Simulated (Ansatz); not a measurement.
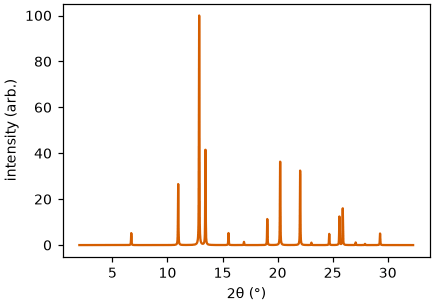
Simulated powder pattern, Ag Kα, λ = 0.560885 Å

The pattern belongs to a structure relaxed with PBE in the plane-wave PAW code Ansatz.

**Question.** Pick the material that matches.
A. MgTiNO, P4/nmm (Ti on 2c, N on 2c, Mg on 2c, O on 2c)
B. MgO, rock salt
C. Mg2Si, fluorite or antifluorite type
D. Mg, Fd-3m (Mg on 8a, Mg on 16d)

**Answer.** D, Mg, Fd-3m (Mg on 8a, Mg on 16d)

The start of the workflow was typed in or built on a structure type; neither database checked (COD, Materials Project) lists it. It is not the phase usual at ambient conditions (space group No. 194). The PBE relaxation kept the symmetry of its start; its stability against distortions is not shown here.

Potentials: the earlier of the program's two PAW sets.
